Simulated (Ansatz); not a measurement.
Cost and result by functional for the surface energy of the (11-20) surface of hcp Mg in its 1x1 cell, outermost plane spacing 1.60 Å in the ideal cut, in Ansatz (plane waves, PAW). Single points on the PBE structure, on one kind of machine; costs are rough ratios of the slab run's core time (references not counted) to the cheapest single point. r2SCAN's cost holds its higher cutoff (500 against 420 eV). Differences are taken against r2SCAN for comparison alone: no measured value is at hand, so the table doesn't rank accuracy.

Slab: 14 atoms, 9.6 Å thick at the start (thin: gaps and levels are the slab's own); k 7x7x1, smearing 0.1 eV, dipole-corrected; all atoms relaxed; start symmetry kept, larger cells not searched; no spin, no spin-orbit, no U. These notes are the PBE run's.

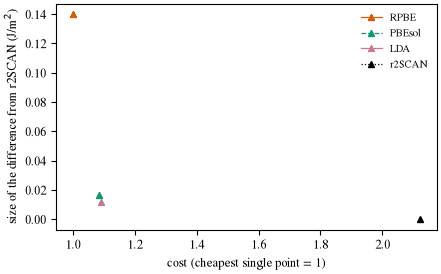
Difference from r2SCAN against cost

```csv
functional,relative cost,surface energy (J/m²),less r2SCAN (J/m²)
RPBE,1,0.68,-0.14
PBEsol,1,0.80,-0.02
LDA,1,0.81,-0.01
r2SCAN,2,0.82,0.00
PBE (the relaxed run's value),–,0.73,-0.09
```

The values span 0.14 J/m², while the single points' costs differ by a factor of roughly 2. Differences are of unrounded values.

Ansatz is a first-principles code.
